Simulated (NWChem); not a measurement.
# SiS (SMILES [Si-]#[S+]): B3LYP/def2-QZVP

What is the vertical ionisation energy of SiS at B3LYP/def2-QZVP? 

Program for the calculation: NWChem 7.3.0.

**1. The structure to begin with**

SiS has 2 atoms, charge 0, and is taken as a singlet. SMILES: `[Si-]#[S+]`. The bond length is the measured one.

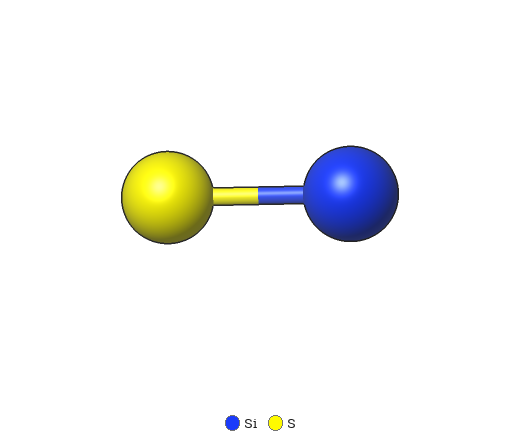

Viewed from a chosen angle; silicon blue, sulfur yellow.

**2. A single-point energy at B3LYP/def2-QZVP**

File ssi.nw:

```
start ssi
memory stack 880 mb heap 220 mb global 1100 mb
geometry units angstroms noautosym nocenter noautoz
  Si       0.000000       0.000000       0.000000
  S        0.000000       0.000000       1.929321
end
basis spherical bse
  Si library def2-QZVP
  S library def2-QZVP
end
dft
  xc b3lyp
  grid fine
  convergence energy 1e-08
  iterations 100
  mulliken
  print low
end
task dft energy
```

The run is started by

```
nwchem ssi.nw > ssi.out
```

What it wrote (excerpt; [...] marks lines left out):

```text
[...]
 d= 0,ls=0.0,diis     1   -687.7124179938 -7.49D+02  7.92D-03  2.71D+00     3.2
[...]
 d= 0,ls=0.0,diis    11   -687.7746260700 -5.86D-09  1.15D-07  2.42D-10    28.0
         Total DFT energy =     -687.774626069993
      One electron energy =    -1073.803653381409
           Coulomb energy =      371.179443396137
    Exchange-Corr. energy =      -46.589494276444
 Nuclear repulsion energy =       61.439078191723
[...]
      Total Density - Mulliken Population Analysis
     ---------------------------------------------
    Atom       Charge   Shell Charges
 -----------   ------   -------------------------------------------------------
    1 Si  14    13.72   1.69 -0.00  0.26  0.37  1.04  0.59  0.47  1.05  0.47  5.50 -0.10  0.64  0.69  0.72  0.16  0.00  0.03  0.06  0.06  0.01  0.01  0.00
    2 S   16    16.28   1.66 -0.00  0.28  0.32  1.04  0.62  0.46  1.07  0.36  5.83 -0.07  0.57  1.46  1.96  0.64  0.00  0.01  0.02  0.03  0.00  0.01  0.00
[...]
```

It took 29 s on 1 thread of AMD EPYC 9R45 (Zen 5), shared host; peak memory 0.13 GiB.

**3. The doublet cation**

File ssi.nw:

```
start ssi
memory total 2200 mb
charge 1

geometry noautosym nocenter noautoz
   Si       0.000000       0.000000       0.000000
   S        0.000000       0.000000       1.929321
end

basis spherical bse
   * library def2-QZVP
end

dft
   xc b3lyp
   mult 2
   grid fine
   convergence energy 1e-08
   maxiter 100
   mulliken
   print low
end

task dft energy
```

The run is started by

```
nwchem ssi.nw > ssi.out
```

What it wrote:

```text
[...]
 d= 0,ls=0.0,diis     1   -687.1161930933 -7.49D+02  7.43D-03  1.69D+00     3.6
[...]
 d= 0,ls=0.0,diis    15   -687.3917488262 -6.76D-10  6.08D-08  4.89D-11    44.0
[...]
         Total DFT energy =     -687.391748826153
      One electron energy =    -1064.948281647587
           Coulomb energy =      362.415562563738
    Exchange-Corr. energy =      -46.298107934028
 Nuclear repulsion energy =       61.439078191723
[...]
      Total Density - Mulliken Population Analysis
     ---------------------------------------------
    Atom       Charge   Shell Charges
 -----------   ------   -------------------------------------------------------
    1 Si  14    13.18   1.69 -0.00  0.26  0.37  1.04  0.58  0.52  1.00  0.16  5.50 -0.10  0.63  0.62  0.67  0.06  0.00  0.03  0.07  0.05  0.01  0.01  0.00
    2 S   16    15.82   1.66 -0.00  0.28  0.33  1.04  0.62  0.48  1.13  0.34  5.83 -0.07  0.56  1.40  1.78  0.36  0.00  0.01  0.02  0.04  0.00  0.01  0.00
[...]
      <S2> =      0.7570 (Exact =     0.7500)
[...]
```

Wall time 45 s (1 thread of AMD EPYC 9R45 (Zen 5), shared host); peak memory 0.13 GiB.

**4. What came out**

Level: B3LYP/def2-QZVP.

| quantity | value |
| --- | --- |
| singlet SiS: total energy | -687.77463 Eh |
| doublet cation: total energy | -687.39175 Eh |
| doublet cation: ⟨S²⟩ | 0.757 |
| vertical ionisation energy (to the doublet cation) | 10.419 eV |

In words: Removing an electron at fixed nuclei costs 10.42 eV (240 kcal/mol).
